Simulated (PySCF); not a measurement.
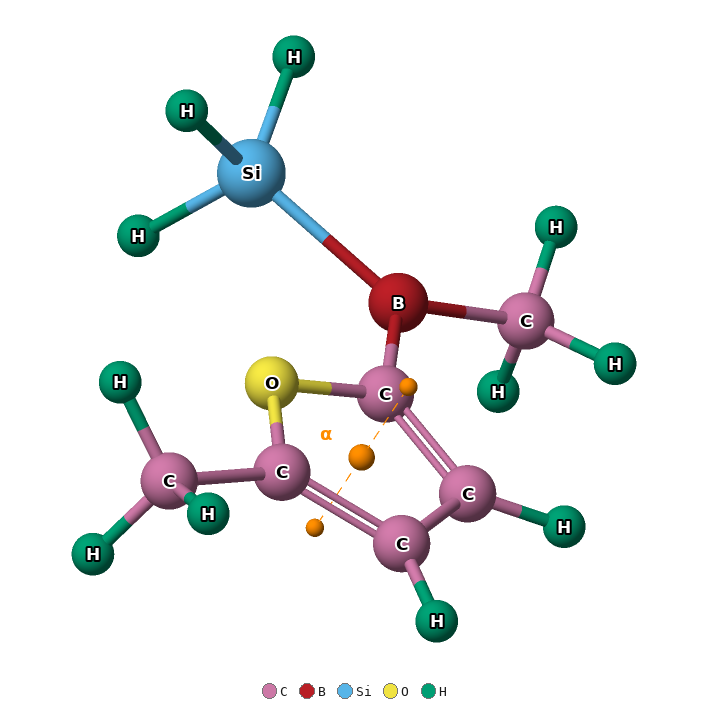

The small points mark where nucleus-independent chemical shifts (NICS) were computed: at the centre of each lettered ring and 1 Å above and below it. The geometry was computed by an optimisation with GFN2-xTB. No frequency run is at hand to confirm it as a minimum. Method: GIAO PBE0/pcSseg-1 NMR shielding, non-relativistic, gas phase (PySCF 2.14.0).

Give NICS(0), NICS(1) and the out-of-plane component NICS(1)zz for each ring (means of the two sides).

```tsv
ring	members	NICS(0)	NICS(1)	NICS(1)zz
α	C4O	−9.6	−9.9	−24.3
```

Values in ppm.

> What do the values say about the ring currents?

Ring α: diatropic, as in an aromatic ring. NICS is one index among several.

The geometry is semi-empirical. Around B, Si such bond lengths and angles can be off by a tenth of an ångström or more and by several degrees, and values that hang on the shape move with them.
